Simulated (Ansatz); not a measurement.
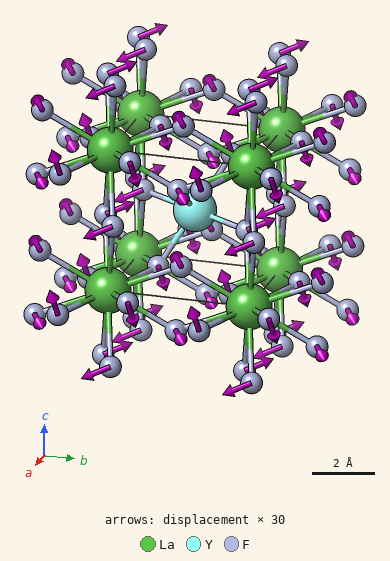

A relaxation of crystalline LaYF₆ (built on the KCrF6-148 type type). The starting structure is drawn; purple arrows show the displacements (the part carried along by the change of the cell is left out), magnified 30 times.

Style: ball-and-stick. Shown: the cell of the calculation, slightly off an axis.

Computed with DFT, r2SCAN+rVV10, plane waves, PAW (Ansatz). Set-up: plane-wave cutoff 500 eV; k-point mesh 6 × 6 × 6; occupations fermi dirac; smearing width 0.03 eV; no spin polarisation; cell and atoms relaxed; force threshold 0.01 eV/Å; at most 120 steps.

> Which element moves most?

Fluorine: up to 0.035 Å, against 0.000 Å for lanthanum.

> What happened in the run?

The energy falls by 1.3 meV per atom in 5 accepted moves (7 points after the start). The largest force component goes from 0.089 to 0.0023 eV/Å. Pressure: 0.76 GPa at the start and 0.01 GPa at the end. At 2 points the geometry stayed and the basis and grid were re-selected for the new cell (energy shift of 0.1 meV per atom at most each time). The largest moves relative to the cell, 0.035 Å, are those of F atoms. La and Y stay in place. The drawn cell changes as follows: a = b = c 4.621 → 4.610 Å (−0.2 %), α 94.2° → 93.9°, β 94.2° → 93.9°, γ 94.2° → 93.9°; the volume changes by −0.6 %. Among the contacts that change: F–Y 2.201 → 2.222 Å, F–La 2.631 → 2.622 Å. The space group stays R-3 (No. 148).
